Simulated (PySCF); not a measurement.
**(NaNH2)2 ring (H4N2Na2): what the electrons do**

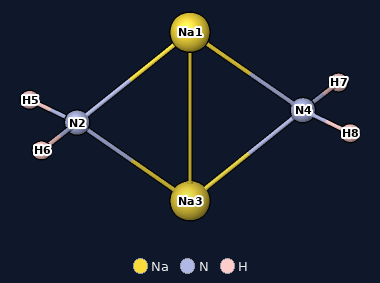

The molecule, with its atoms numbered as below. No frequency check shows the geometry to be a minimum.

Geometry (Å), atoms numbered from 1:

```
Na1     -0.0042    1.4733    0.0012
N2      -1.7327   -0.0031   -0.0019
Na3      0.0042   -1.4733    0.0012
N4       1.7327    0.0031   -0.0019
H5      -2.3697   -0.0064   -0.7946
H6      -2.3697   -0.0064    0.7943
H7       2.3697    0.0064   -0.7946
H8       2.3697    0.0064    0.7943
```

## 1. Bonding charge

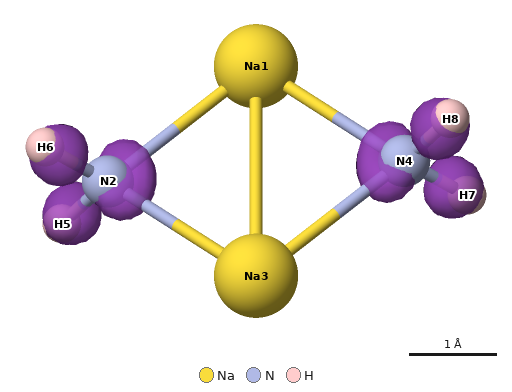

Deformation density (molecule less spherical, spin-averaged free atoms at the same positions), surfaces at ±0.3 e/Å³; purple: gain, green: loss.

Level of theory: ωB97X/def2-SVPD (PySCF), at a geometry from GFN2-xTB.

**Describe the bonding that the map shows.**

N2–H5, N4–H7, N2–H6 and N4–H8: +0.78 e/Å³ at the bond critical point (bond length 1.02 Å). In all, 1.8 electrons gather in the regions of gain relative to the promolecule.

## 2. Local ionisation energy

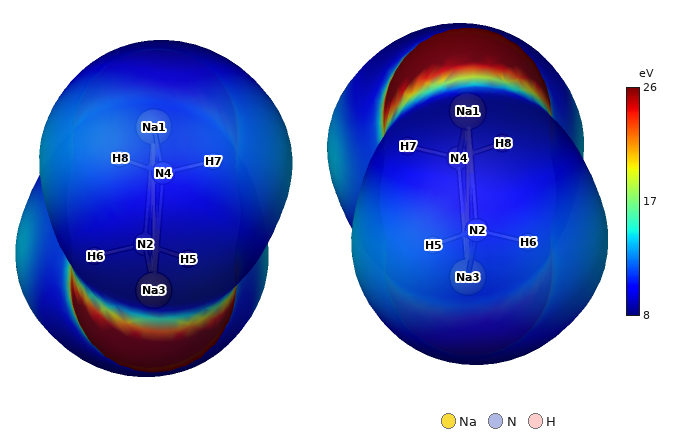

Average local ionisation energy on the surface of electron density 0.001 a.u. (back view left, front view right).

**Locate the minima of the map.**

The lowest value is 8.2 eV, off the Na1–N4 bond (2.2 to 2.3 Å from its atoms), and at like points elsewhere. For comparison, the highest occupied orbital lies at −7.3 eV.

## 3. Excited states

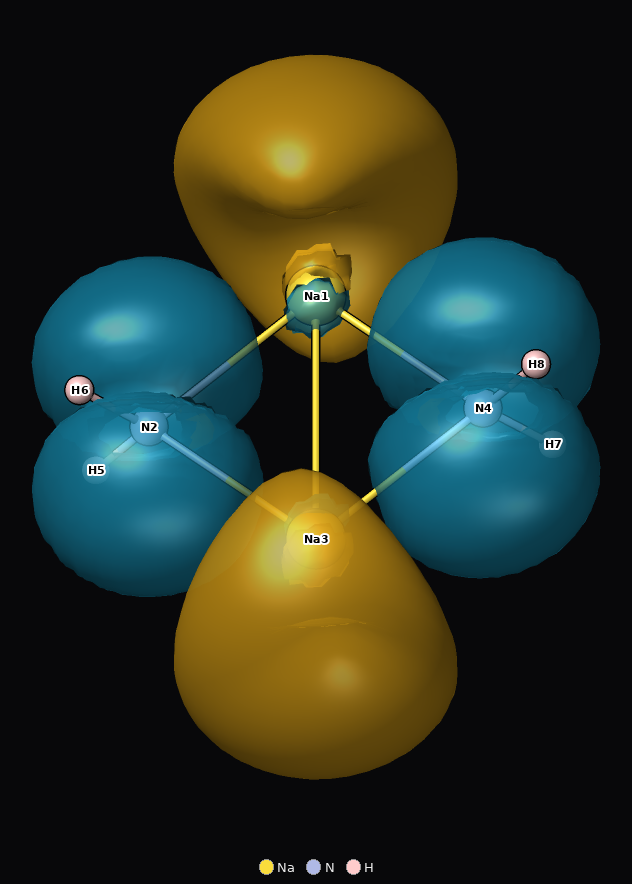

Unrelaxed difference density of S₂ less the ground state (TDA singlet states), ±0.005 e/Å³; yellow: gain, teal: loss.

Computed with PySCF, B3LYP/def2-SVPD, geometry: GFN2-xTB.

**How does the charge move on excitation?**

0.82 e is displaced in all, largely into diffuse regions outside the molecule. The state: 3.44 eV (361 nm), f = 0.235 (bright), ligand-centred → diffuse (Rydberg-like) orbital; the leading pair carries 100 %; hole on N2 and N4 (35 % each) and Na1 and Na3 (8 % each), electron on Na1 and Na3 (43 % each) (atom shares of so diffuse an orbital are rough); their centroids lie 0.0 Å apart.

The PySCF runs shown took 9.9 s and 90 s on 1 thread of Arm Neoverse V2, on a shared host.
